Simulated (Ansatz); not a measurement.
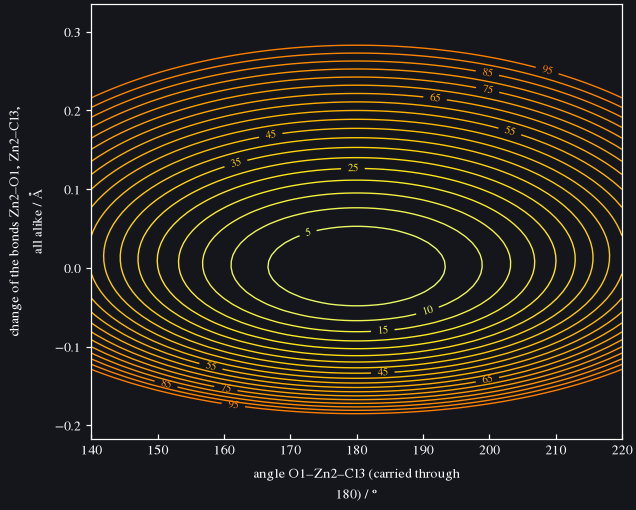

Energy landscape of ClOZn, SMILES [O-][Zn][Cl], charge −1. First axis: angle O1–Zn2–Cl3 (carried through 180). Second axis: change of the bonds Zn2–O1, Zn2–Cl3, all alike. Nothing is relaxed (all other coordinates rigid). The grid has 15 × 15 points; 120 points were computed and 105 follow by symmetry. Points are written as (first, second). All energies are given in kJ/mol relative to the relaxed molecule at the same level. Method: RHF/def2-TZVPD (Ansatz).

Drawn: contour lines labelled in kJ/mol (none above 95). Between grid points the surface is interpolated. 

> Summarise what can be read from the map.

The lowest grid point is at (180.0°, 0.020 Å), 0.8 kJ/mol from the relaxed molecule at the same level. No other kind of well shows on this grid. The highest grid point, (140.0°, −0.217 Å), lies 200 kJ/mol above the lowest. Round the minimum the two coordinates are nearly uncoupled.

The input of one point:

```yaml
crystal:
  periodic: [false, false, false]
  atoms:
    - { symbol: O, position_ang: [-0.16112, 1.895139, 0.121255] }
    - { symbol: Zn, position_ang: [-0.014408, 0.169466, 0.010843] }
    - { symbol: Cl, position_ang: [0.175528, -2.064605, -0.132098] }
total_charge: -1
basis:
  gaussian: { orbitals: def2-TZVPD }
hamiltonian:
  xc: hf
output:
  forces: true
```

The whole map (120 points run) took 13 min on 1 thread of Arm Neoverse N1 (shared host).
